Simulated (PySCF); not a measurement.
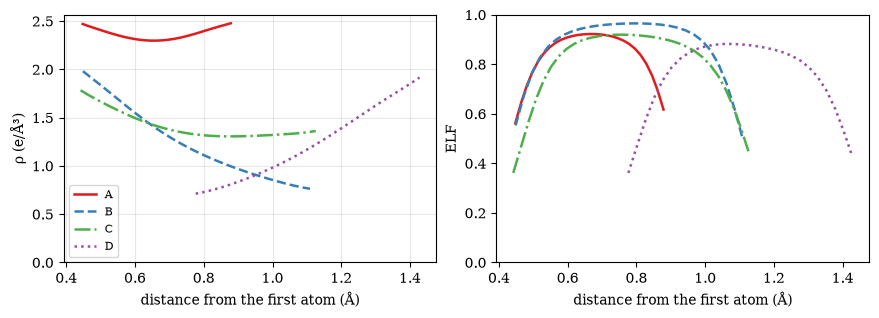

C2H9ClS2Si3 (SMILES [SiH3]S/C([SiH3])=C\S[SiH2]Cl). Electron density and electron localisation function along straight lines between neighbouring atoms. The curves leave out the atomic cores.

Geometry: GFN2-xTB.

Theory: PBE0/pcSseg-1, SCF density, gas phase, non-relativistic in PySCF 2.14.0.

The calculation's input:

```
{"job": {"kind": "nmr", "xc": "PBE0", "basis": "pcSseg-1"}, "charge": 0, "multiplicity": 1}
Si    -0.744689     2.411123    -0.005847
S     -0.053156     0.697974    -1.105923
C     -0.605225    -0.582158     0.013428
Si    -2.148558    -1.485064    -0.591817
C      0.051151    -0.889283     1.124018
S      1.533750    -0.178681     1.768354
Si     2.916952    -0.233549     0.105847
Cl     2.509223    -1.802800    -1.071372
H     -2.151172     2.173812     0.295978
H      0.043192     2.561380     1.208481
H     -0.525836     3.477088    -0.968840
H     -3.226852    -0.497620    -0.673414
H     -1.859618    -2.030786    -1.914186
H     -2.467847    -2.531597     0.377089
H     -0.345259    -1.642591     1.788987
H      2.896945     1.014948    -0.632844
H      4.170000    -0.450164     0.808840
```

Launched as:

```sh
OMP_NUM_THREADS=1 python probes_run.py task.json out
```

Q: Which curve belongs to which contact (C–C, C–S, C–Si and Si–Cl)? The first atom named is at distance zero.

A: Curve A: C–C (1.33 Å): ρ is about 2.3 e/Å³ halfway; the ELF peaks at about 0.90 between the atoms (a short, multiple covalent bond). Curve B: C–Si (1.89 Å): ρ at the midpoint is about 0.92 e/Å³; the ELF peaks at about 0.95 between the atoms (a covalent bond). Curve C: C–S (1.77 Å): the density is about 1.3 e/Å³ at the midpoint; the ELF peaks at about 0.90 between the atoms; a shared electron pair. Curve D: Si–Cl (2.00 Å): ρ at the midpoint is about 0.99 e/Å³; the ELF peaks at about 0.90 between the atoms: a shared but strongly polarised pair.
